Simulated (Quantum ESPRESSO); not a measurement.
# FePt (Tetraferroplatinum): energy over the lowest against total spin moment, fitted and tested on a withheld row

System: FePt (Tetraferroplatinum), 1 Fe and 1 Pt in the cell, space group P4/mmm. Cell as run: a = 2.724, b = 2.724, c = 3.720 Å, angles 90.0, 90.0, 90.0°, 2 atoms. From the study “E(M) of FePt (Tetraferroplatinum)”.

Method: PBE; plane waves with GBRV 1.5 PBE potentials (Quantum ESPRESSO 7.5). Settings shared by all rows: cutoff 544.23 eV, 10×10×10 k-mesh, fermi-dirac occupations, smearing width 0.1 eV. The cell holds one seeded atom, so opposed orders, which may lie lower, cannot form in it.

Computed values, one withheld:

```csv
total spin moment (μB a cell),energy over the lowest (meV a cell)
0,761.8
0.565,727.7
1.131,630.4
1.696,474.0
2.261,278.0
2.826,90.1
3.3499,0.0
3.392,0.8
3.957,189.6
4.522,?
```

Choose a law, fit it, and give the withheld energy over the lowest (total spin moment = 4.522 μB a cell).

**Law.** Time reversal makes the energy at fixed moment even in the moment, so it is expanded as a Landau series in M². In symbols, E = c0 + c2 M² + c4 M⁴ + c6 M⁶, with energy over the lowest in meV a cell.

**Fit.** Least squares on 9 rows gives c0 = 760.763, c2 = -102.243, c4 = 0.23944 and c6 = 0.25288.

```csv
total spin moment (μB a cell),computed,fit,computed − fit
0,761.8,760.76,1.04
0.565,727.7,728.16,-0.46
1.131,630.4,630.90,-0.50
1.696,474.0,474.67,-0.67
2.261,278.0,278.13,-0.13
2.826,90.1,88.30,1.80
3.3499,0.0,0.92,-0.92
3.392,0.8,1.25,-0.45
3.957,189.6,189.32,0.28
```

The fit has a minimum at M = 3.36 μB a cell. Its quadratic term is negative, which makes M = 0 a maximum of the fitted curve.

**Prediction.** At total spin moment = 4.522 μB a cell the law predicts 932.38 meV a cell. The computed value is 752.0 meV a cell, 180.38 below the prediction (19.3 % of it). The row lies beyond the fitted rows, so this is an extrapolation. The miss is 210 times the rms residual of the fit, 0.84.

So the prediction fails: the law follows the fitted rows but not this one.

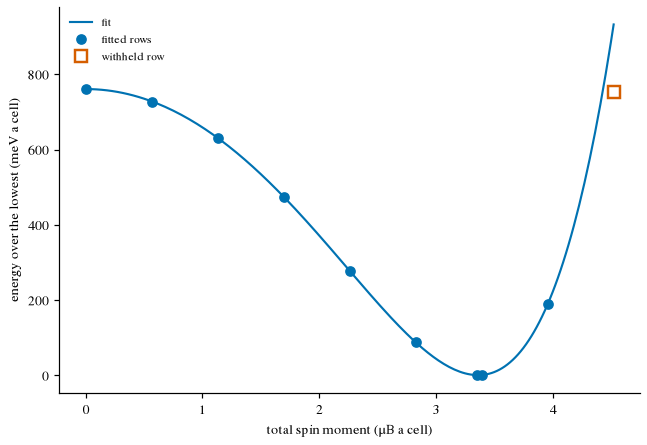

The rows, the fitted law and the withheld row.

[Logs and program files are shortened in this print: banners, set-up blocks, solver, clock and traceback lines can be left out without a mark of their own.]

[Logs are printed without paths, hosts, clocks, repeated set-up lines and the standing remarks that a program may print on its own settings, such as how far it seeks lower states.]

[Hosts, paths, dates, database ids (printed as entryN), source tags and the programs' standing remarks are cut or masked in the printed files.]

[Where a cell is said to come from a database of computed structures, the database is the Materials Project.]
